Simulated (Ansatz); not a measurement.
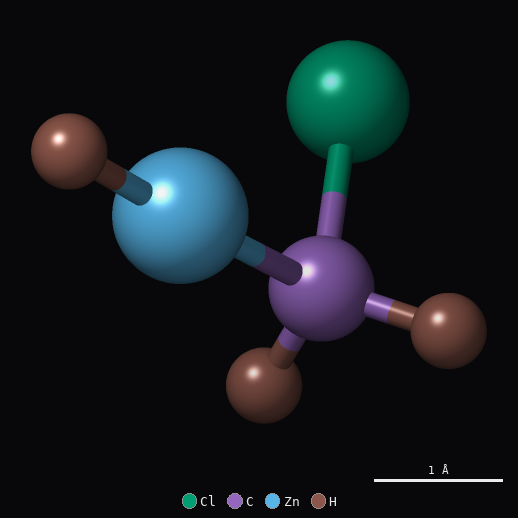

The picture shows a molecular structure as a ball-and-stick model.

> Give the formula.

CH₃ClZn, 6 atoms: 1 carbon, 3 hydrogen, 1 chlorine and 1 zinc.

> What is its SMILES?

Cl[CH2][ZnH]

> Name some functional groups or characteristic bonds that it holds.

Among them: C–Cl bond.

> Give the symmetry (Schoenflies symbol).

Cs.

> How many bonds of each kind are drawn?

2 C–H, 1 C–Cl, 1 C–Zn, 1 Zn–H.

The parts below concern this one geometry. Atoms keep their numbers from picture to picture. The geometry was computed by an optimisation with PBE0-D4/def2-TZVP.

Geometry

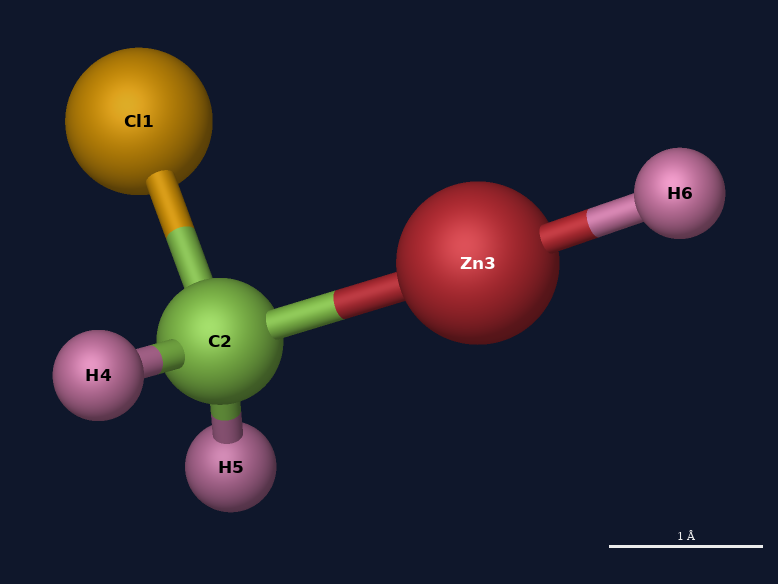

Numbered structure.

Give the bond lengths.

| bond | length (Å) |
| --- | --- |
| Cl1–C2 | 1.805 |
| C2–Zn3 | 1.955 |
| C2–H4 | 1.090 |
| C2–H5 | 1.090 |
| Zn3–H6 | 1.536 |

Levels of theory compared

Program: Ansatz 0.2.0.

Tabulate HOMO energy (eV) at these levels: BHLYP-D4/def2-TZVPP; BLYP-D4/def2-TZVPP; CAM-B3LYP-D4/def2-TZVPP; HSE06 (plane-wave form)-D4/def2-TZVPP; PBE-D4/def2-TZVPP; PBE0-D4/def2-QZVPP; PBE0-D4/def2-SVP; SPW92 (LDA)/def2-TZVPP; r2SCANh-D4/def2-TZVPP; revPBE-D4/def2-TZVPP; ωB97M-V/def2-TZVPP; ωB97X-V/def2-TZVPP.

```
                                level  HOMO energy (eV)
                  BHLYP-D4/def2-TZVPP             −8.39
                   BLYP-D4/def2-TZVPP             −5.95
              CAM-B3LYP-D4/def2-TZVPP             −8.63
HSE06 (plane-wave form)-D4/def2-TZVPP             −6.87
                    PBE-D4/def2-TZVPP             −6.07
                   PBE0-D4/def2-QZVPP             −7.30
                     PBE0-D4/def2-SVP             −7.05
               SPW92 (LDA)/def2-TZVPP             −6.22
                r2SCANh-D4/def2-TZVPP             −6.76
                 revPBE-D4/def2-TZVPP             −6.02
                   ωB97M-V/def2-TZVPP             −9.47
                   ωB97X-V/def2-TZVPP             −9.62
```

Vibrations

Harmonic vibrations computed with RKS PBE0-D4/def2-TZVP (Ansatz 0.2.0) at a stationary point of the same level.

> List the wavenumbers.

12 modes: 114, 421, 459, 563, 652, 709, 1107, 1140, 1427, 1924, 3093, 3156 cm⁻¹.

Thermal motion

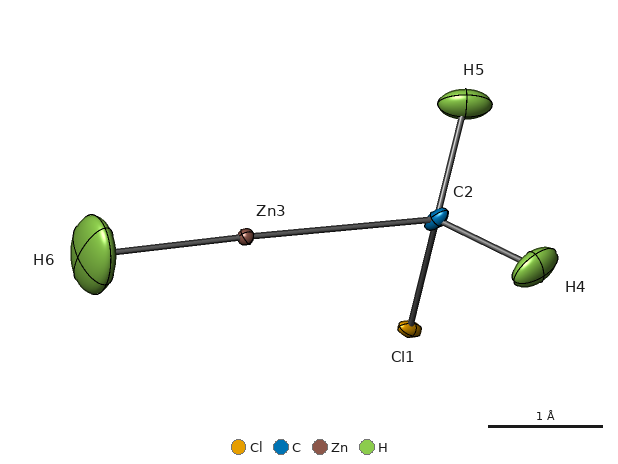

Displacement ellipsoids at the 50 % level, from the internal vibrations of the free molecule (harmonic, no overall translation or rotation; no half-axis is drawn under 0.075 Å). Vibrations computed with RKS PBE0-D4/def2-TZVP (Ansatz 0.2.0). Temperature: 298 K.

List U_eq and the three principal root-mean-square amplitudes for each kind of atom.

```csv
atom,U_eq (Å²),rms amplitudes (Å)
Cl1,0.0028,"0.003, 0.012, 0.091"
C2,0.0034,"0.025, 0.043, 0.087"
Zn3,0.00084,"0.005, 0.007, 0.049"
"H4, H5",0.0150,"0.080, 0.122, 0.155"
H6,0.0414,"0.097, 0.209, 0.267"
```

Charges

The questions are on Mulliken charges. Level of theory: RKS r2SCAN-D4/def2-TZVPP (Ansatz 0.2.0).

Give the Mulliken charges atom by atom.

| atom | value (e) |
| --- | --- |
| Cl1 | −0.20 |
| C2 | −0.17 |
| Zn3 | 0.30 |
| H4 | 0.10 |
| H5 | 0.10 |
| H6 | −0.13 |

Mulliken values depend strongly on the basis set and can even reverse the polarity of a bond.
